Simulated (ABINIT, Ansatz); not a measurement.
## BaH2 (P6_3/mmc): G0W0 with ABINIT, start to end

Wanted: ground state, empty states, screening and self-energy for BaH2 (P6_3/mmc).

Main program and level: ABINIT 10.8.3; PBEsol and many-body steps on it, plane waves.

### 1. The structure

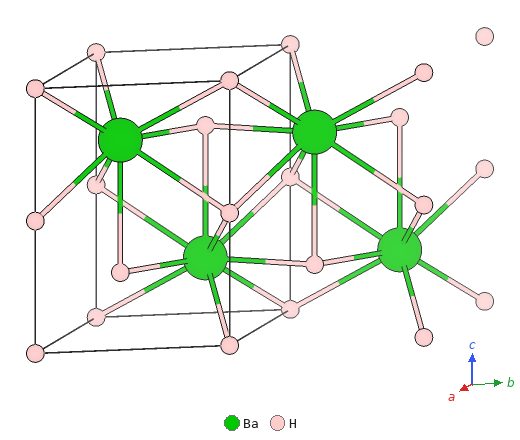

The starting structure, seen slightly off an axis (barium green, hydrogen pink). 1×2×1 cells are drawn. Bonds to atoms that aren't drawn are left out. Some periodic images of atoms are drawn too.

The cell and positions are those that the Materials Project relaxed with its own functionals (PBE, PBE+U or r2SCAN), kept fixed. Spin-orbit coupling is left out unless a step names it.

### 2. Ground state

This step: ABINIT 10.8.3; DFT, PBEsol, plane waves, norm-conserving pseudopotentials.

The ground-state density comes first.

run.abi

```
acell 3*1.0 Angstrom
rprim 
  4.462025052349 0.000000000014 0.000000000000
  -2.231012526186 3.864227047650 0.000000000000
  0.000000000000 0.000000000000 6.055292590000
ntypat 2
znucl 56 1
natom 6
typat 1 1 2 2 2 2
xred 
  0.666666666667 0.333333333333 0.750000000000
  0.333333333333 0.666666666667 0.250000000000
  0.333333333333 0.666666666667 0.750000000000
  0.666666666667 0.333333333333 0.250000000000
  -0.000000000000 -0.000000000000 0.500000000000
  -0.000000000000 -0.000000000000 0.000000000000
pp_dirpath "pseudos"
pseudos "Ba.upf, H.upf"
ecut 32
ngkpt 6 6 4
nshiftk 1
shiftk 0 0 0
kptopt 1
chksymbreak 0
nband 19
occopt 1
tolvrs 1e-10
nstep 60
prtwf 0
optforces 0
optstress 0
indata_prefix "in"
outdata_prefix "out"
tmpdata_prefix "tmp"
```

Launch:

```sh
$ OMP_NUM_THREADS=1 mpirun -n 8 abinit run.abi > log
```

Numbers of over 12 decimals in the logs are rounded to 6 here.

What it wrote:

```text
.Version 10.8.3 of ABINIT. v10.8.2 released Aug 2026.

 Symmetries : space group P6_3/m m c (#194); Bravais hP (primitive hexag.)
================================================================================
 Values of the parameters that define the memory need of the present run
     intxc =       0    ionmov =       0      iscf =       7    lmnmax =       6
     lnmax =       6     mgfft =      60  mpssoang =       3    mqgrid =    3001
     natom =       6  nloc_mem =       1    nspden =       1   nspinor =       1
    nsppol =       1      nsym =      24    n1xccc =    2501    ntypat =       2
    occopt =       1   xclevel =       2
-    mband =          19        mffmem =           1         mkmem =           3
       mpw =        6123          nfft =      121500          nkpt =          21
================================================================================
  Rough estimation (10% accuracy) of disk space for files :
================================================================================

--------------------------------------------------------------------------------
------------- Echo of variables that govern the present computation ------------
--------------------------------------------------------------------------------
 -outvars: echo values of preprocessed input variables --------
            acell      1.8897261259E+00  1.8897261259E+00  1.8897261259E+00 Bohr

      chksymbreak           0
             ecut      3.20000000E+01 Hartree
-          fftalg         312

              ixc     -116133
              kpt      0.00000000E+00  0.00000000E+00  0.00000000E+00
                       1.66666667E-01  0.00000000E+00  0.00000000E+00
                       3.33333333E-01  0.00000000E+00  0.00000000E+00
                       5.00000000E-01  0.00000000E+00  0.00000000E+00
                       1.66666667E-01  1.66666667E-01  0.00000000E+00
                       3.33333333E-01  1.66666667E-01  0.00000000E+00
                       3.33333333E-01  3.33333333E-01  0.00000000E+00
                       0.00000000E+00  0.00000000E+00  2.50000000E-01
                       1.66666667E-01  0.00000000E+00  2.50000000E-01
   [... 10 further rows ...]
                       3.33333333E-01  1.66666667E-01  5.00000000E-01
                       3.33333333E-01  3.33333333E-01  5.00000000E-01
         kptrlatt        6    0    0      0    6    0      0    0    4
          kptrlen      4.57713784E+01
P           mkmem           3
            natom           6
            nband          19
            ngfft          45      45      60
             nkpt          21
            nstep          60
             nsym          24
           ntypat           2
              occ      2.000000  2.000000  2.000000  2.000000  2.000000  2.000000
                       2.000000  2.000000  2.000000  2.000000  2.000000  2.000000
                       0.000000  0.000000  0.000000  0.000000  0.000000  0.000000
                       0.000000
        optforces           0
        optstress           0
            prtwf           0
            rprim      4.4620250523E+00  1.4000000000E-11  0.0000000000E+00
[...]
spgroup         194

           tolvrs      1.00000000E-10

             xred      6.6666666667E-01  3.3333333333E-01  7.5000000000E-01
[...]
znucl       56.00000    1.00000

================================================================================

 chkinp: Checking input parameters for consistency.

================================================================================
== DATASET  1 ==================================================================
-   mpi_nproc: 8, omp_nthreads: 1 (-1 if OMP is not activated)

--- !DatasetInfo
iteration_state: {dtset: 1, }
dimensions: {natom: 6, nkpt: 21, mband: 19, nsppol: 1, nspinor: 1, nspden: 1, mpw: 6123, }
cutoff_energies: {ecut:  32.0, pawecutdg:  -1.0, }
electrons: {nelect:   2.40000000E+01, charge:   0.00000000E+00, occopt:   1.00000000E+00, tsmear:   1.00000000E-02, }

 Real(R)+Recip(G) space primitive vectors, cartesian coordinates (Bohr,Bohr^-1):
 R(1)=  8.4320053  0.0000000  0.0000000  G(1)=  0.1185958  0.0684713  0.0000000
 R(2)= -4.2160027  7.3023308  0.0000000  G(2)=  0.0000000  0.1369426  0.0000000
 R(3)=  0.0000000  0.0000000 11.4428446  G(3)=  0.0000000  0.0000000  0.0873909
 Unit cell volume ucvol=  7.0457361E+02 bohr^3
 Angles (23,13,12)=  9.00000000E+01  9.00000000E+01  1.20000000E+02 degrees

 getcut: wavevector=  0.0000  0.0000  0.0000  ngfft=  45  45  60
         ecut(hartree)=     32.000   => boxcut(ratio)=   2.04919

--- Pseudopotential description ------------------------------------------------
- Ba Generated using ONCVPSP code by D. R. Hamann
- 56.00000  10.00000  180301                  znucl, zion, pspdat
12 -116133 2 -1 1936                          pspcod,pspxc,lmax,lloc,mmax
     nproj     2     2     2
  pspatm : epsatm=   26.37418133
         --- l  ekb(1:nproj) -->
[...]
pspatm: atomic psp has been read  and splines computed

- H Generated using ONCVPSP code by D. R. Hamann
-  1.00000   1.00000  180301                  znucl, zion, pspdat
12 -116133 1 -1 1180                          pspcod,pspxc,lmax,lloc,mmax
     nproj     2     1     0
  pspatm : epsatm=    0.35585368
         --- l  ekb(1:nproj) -->
[...]
1   -0.494138
 pspatm: atomic psp has been read  and splines computed

   1.30012266E+03                                ecore*ucvol(ha*bohr**3)
--------------------------------------------------------------------------------

_setup2: Arith. and geom. avg. npw (full set) are    6093.771    6093.766

================================================================================

--- !BeginCycle
iteration_state: {dtset: 1, }
solver: {iscf: 7, nstep: 60, nline: 4, wfoptalg: 0, }
tolerances: {tolvrs: 1.00E-10, }

     iter   Etot(hartree)      deltaE(h)  residm     vres2
 ETOT  1  -58.544136812078    -5.854E+01 3.436E-02 2.163E+02
 ETOT  2  -58.596778237353    -5.264E-02 2.126E-03 1.561E+00
 ETOT  3  -58.597175463096    -3.972E-04 3.370E-04 2.030E-01
 ETOT  4  -58.597191250721    -1.579E-05 3.285E-04 4.510E-03
 ETOT  5  -58.597191522449    -2.717E-07 7.758E-05 2.965E-04
 ETOT  6  -58.597191544652    -2.220E-08 4.386E-05 5.513E-06
 ETOT  7  -58.597191545033    -3.809E-10 5.614E-05 6.062E-08
 ETOT  8  -58.597191545038    -5.613E-12 2.740E-05 4.778E-10
 ETOT  9  -58.597191545038     5.755E-13 3.394E-05 9.270E-12

 At SCF step    9       vres2   =  9.27E-12 < tolvrs=  1.00E-10 =>converged.

--- !ResultsGS
iteration_state: {dtset: 1, }
comment   : Summary of ground state results
lattice_vectors:
- [  8.4320053,   0.0000000,   0.0000000, ]
- [ -4.2160027,   7.3023308,   0.0000000, ]
- [  0.0000000,   0.0000000,  11.4428446, ]
lattice_lengths: [   8.43201,    8.43201,   11.44284, ]
lattice_angles: [ 90.000,  90.000, 120.000, ] # degrees, (23, 13, 12)
lattice_volume:   7.0457361E+02
convergence: {deltae:  5.755E-13, res2:  9.270E-12, residm:  3.394E-05, diffor:  0.000E+00, }
etotal    :  -5.85971915E+01
entropy   :   0.00000000E+00
fermie    :   1.51815635E-01
cartesian_stress_tensor: null
pressure_GPa: null
xred      :
- [  6.6667E-01,   3.3333E-01,   7.5000E-01, Ba]
- [  3.3333E-01,   6.6667E-01,   2.5000E-01, Ba]
- [  3.3333E-01,   6.6667E-01,   7.5000E-01,  H]
- [  6.6667E-01,   3.3333E-01,   2.5000E-01,  H]
- [  9.2519E-17,   9.2519E-17,   5.0000E-01,  H]
- [  9.2519E-17,   9.2519E-17,   2.7756E-17,  H]
cartesian_forces: null
force_length_stats: {min: null, max: null, mean: null, }

 Integrated electronic density in atomic spheres:
 ------------------------------------------------
 Atom  Sphere_radius  Integrated_density
[...]
================================================================================

 ----iterations are completed or convergence reached----

 Mean square residual over all n,k,spin=   15.499E-08; max=  33.937E-06
 reduced coordinates (array xred) for    6 atoms
[...]
0.333333333333      0.666666666667      0.750000000000
       0.666666666667      0.333333333333      0.250000000000
       0.000000000000      0.000000000000      0.500000000000
       0.000000000000      0.000000000000      0.000000000000
 rms dE/dt=  0.0000E+00; max dE/dt=  0.0000E+00; dE/dt below (all hartree)
    1       0.000000000000      0.000000000000      0.000000000000
    2       0.000000000000      0.000000000000      0.000000000000
    3       0.000000000000      0.000000000000      0.000000000000
    4       0.000000000000      0.000000000000      0.000000000000
    5       0.000000000000      0.000000000000      0.000000000000
    6       0.000000000000      0.000000000000      0.000000000000

 cartesian coordinates (angstrom) at end:
    1      2.231013     1.288076     4.541469
    2     -7.67e-12     2.576151     1.513823
    3     -7.67e-12     2.576151     4.541469
    4      2.231013     1.288076     1.513823
    5      0.000000     0.000000     3.027646
    6      0.000000     0.000000     0.000000
 length scales=  1.889726125908  1.889726125908  1.889726125908 bohr
              =  1.000000000000  1.000000000000  1.000000000000 angstroms
 prteigrs : about to open file out_EIG
 Fermi (or HOMO) energy (hartree) =   0.15182   Average Vxc (hartree)=  -0.33174
 Eigenvalues (hartree) for nkpt=  21  k points:
 kpt#   1, nband= 19, wtk=  0.00694, kpt=  0.0000  0.0000  0.0000 (reduced coord)
  -0.84430   -0.83787   -0.32333   -0.29297   -0.29297   -0.28383   -0.28383   -0.28230
  -0.00795    0.04287    0.13315    0.15182    0.25198    0.25198    0.28885    0.28885
   0.28991    0.28991    0.31860
 prteigrs : prtvol=0 or 1, do not print more k-points.

--- !EnergyTerms
iteration_state     : {dtset: 1, }
comment             : Components of total free energy in Hartree
kinetic             :  1.50880991068302E+01
hartree             :  6.42460586600885E+00
xc                  : -1.46237885651961E+01
Ewald energy        : -4.52642621004392E+01
psp_core            :  1.84526163042131E+00
local_psp           : -2.86509529720032E+01
non_local_psp       :  6.58384548934019E+00
total_energy        : -5.85971915450379E+01
total_energy_eV     : -1.59451081206176E+03
band_energy         : -6.30054859323637E+00

== END DATASET(S) ==============================================================
================================================================================

 -outvars: echo values of variables after computation  --------
           etotal     -5.8597191545E+01
            nband          19
             nkpt          21
          spgroup         194
 [... the other variables as echoed above ...]

 Calculation completed.
```

It took 7.6 s on 8 MPI ranks of AMD EPYC 9R45, shared host; peak memory 0.77 GiB.

This step gave:

- total energy: -1594.5108 eV
- gap: 1.473 eV
- k of the valence top: 0, 0, 0
- k of the conduction bottom: 0.3333, 0.3333, 0.5
- least direct gap: 2.542 eV

The gap is indirect, with the least direct gap 1.07 eV higher.

(Part 1 of 3 ends here.)

[Paths, hosts, dates, memory and timing lines, banners, echoed tables and standing remarks are left out of the program output.]

[Logs are printed without paths, hosts, clocks, repeated set-up lines and the standing remarks that a program may print on its own settings, such as how far it seeks lower states.]

[Runs of the session that timed out or met a known fault of the program may be left out.]

[Hosts, paths, dates, database ids (printed as entryN), source tags and the programs' standing remarks are cut or masked in the printed files.]

[G0W0 gaps are taken among the corrected bands and points alone; a level outside them can change the order at an edge.]

[Where Ansatz stands beside ABINIT at settings called matched, ABINIT's density can come from a denser mesh and the files from another edition; pairs whose starting gaps differed by over 0.03 eV were left out, so agreement reads better than it is.]
